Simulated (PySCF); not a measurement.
# C6H11BS: the cost of one run

Programs: PySCF 2.14.0, with routines of our own; each step states its level. All values are computed. Atoms count from 0.

## Step 1: The starting structure

19 atoms, charge 0, multiplicity 1; geometry from: GFN2-xTB.

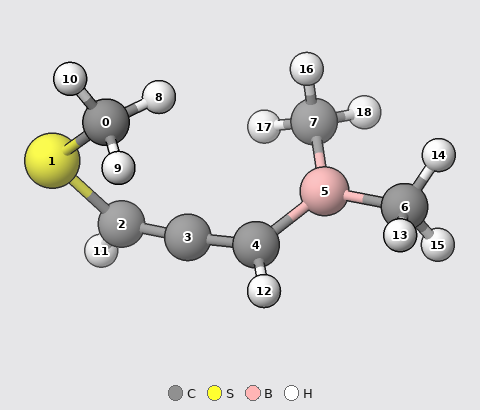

The starting geometry (carbon grey, sulfur yellow, boron pink, hydrogen white).

## Step 2: Relaxing the molecule at PBE0-D3(BJ)/def2-SVP

The job: settings as JSON, then the geometry in Å.

```
{"job": {"xc": "PBE0", "basis": "def2-SVP", "d3": "d3bj", "grid": 2, "kind": "geom"}, "charge": 0, "multiplicity": 1}
C      2.699045     0.663202    -0.582290
S      3.338703    -0.428687     0.714919
C      1.891388    -1.398136     1.053052
C      0.783123    -1.303424     0.391503
C     -0.339538    -1.102025    -0.249713
B     -1.393050    -0.045241     0.175603
C     -2.721176     0.089925    -0.664633
C     -1.129879     0.900571     1.411019
H      1.825212     1.188591    -0.207510
H      2.437464     0.072548    -1.455637
H      3.491742     1.363864    -0.823536
H      2.052357    -2.087456     1.865061
H     -0.525005    -1.715538    -1.127798
H     -2.615415    -0.216966    -1.703377
H     -3.140227     1.093610    -0.648067
H     -3.476268    -0.564492    -0.225822
H     -0.783282     1.871628     1.053126
H     -0.370692     0.527509     2.094745
H     -2.034308     1.099770     1.982549
```

Run with:

```
> OMP_NUM_THREADS=1 python excited_run.py task.json out
```

This one command runs all jobs of the session in turn.

**Question.** How long does this first job take on 1 thread of Arm Neoverse V1, shared host, and how much memory does it need?

About 1.8 min, with a peak of 0.86 GiB.
